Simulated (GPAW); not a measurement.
Band structure of SrTaO3 (Pm-3m, 5 atoms in the cell).

```
CELL_PARAMETERS angstrom
      4.14456     0.00000     0.00000
      0.00000     4.14456     0.00000
      0.00000     0.00000     4.14456
ATOMIC_POSITIONS crystal
  Sr 0.00000 0.00000 0.00000
  Ta 0.50000 0.50000 0.50000
  O  0.50000 0.50000 0.00000
  O  0.00000 0.50000 0.50000
  O  0.50000 0.00000 0.50000
```

Method: PBEsol, GPAW PAW datasets PBEsol (made by gpaw-setup) (plane waves; GPAW).

Settings: mode = pw; ecut = 900 eV; xc = PBEsol; kpts = 6 6 6; mesh shift (steps) = 0 0 0; occupations.name = methfessel-paxton; occupations.width = 0.05 eV; occupations.order = 0; nbands = -9; symmetry.symmorphic = false; symmetry.tolerance = 0.0005; maxiter = 150; bandpath_npoints = 40.

The starting cell comes from a database of computed structures (which also holds hypothetical and non-ambient phases and stackings), without a prior relaxation at this level. Its lattice was rescaled by a random factor within 2.5 % of one. Spin-orbit coupling is off. Spin polarisation is off; with an odd number of electrons in the cell that forces a metal, and a magnetic state may lie lower.

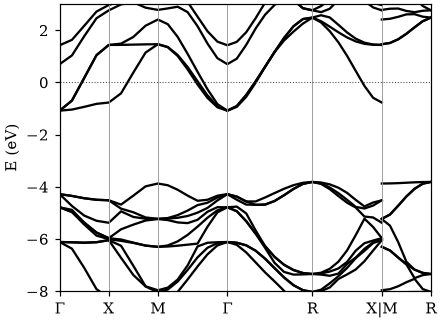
Bands along the path, energies from the Fermi level.

Levels in eV from the Fermi level, bands 17 to 24:
| point | 17 | 18 | 19 | 20 | 21 | 22 | 23 | 24 |
|---|---|---|---|---|---|---|---|---|
| Γ | -4.79 | -4.28 | -4.28 | -4.28 | -1.08 | -1.08 | -1.08 | 0.70 |
| X | -5.97 | -5.38 | -4.52 | -4.52 | -0.77 | 1.43 | 1.43 | 2.76 |
| M | -5.24 | -5.23 | -5.23 | -3.88 | 1.46 | 1.46 | 2.41 | 2.78 |
| R | -7.34 | -3.82 | -3.82 | -3.82 | 2.48 | 2.48 | 2.48 | 2.76 |

Bands cross the Fermi level along this path, so the cell is metallic at this level.
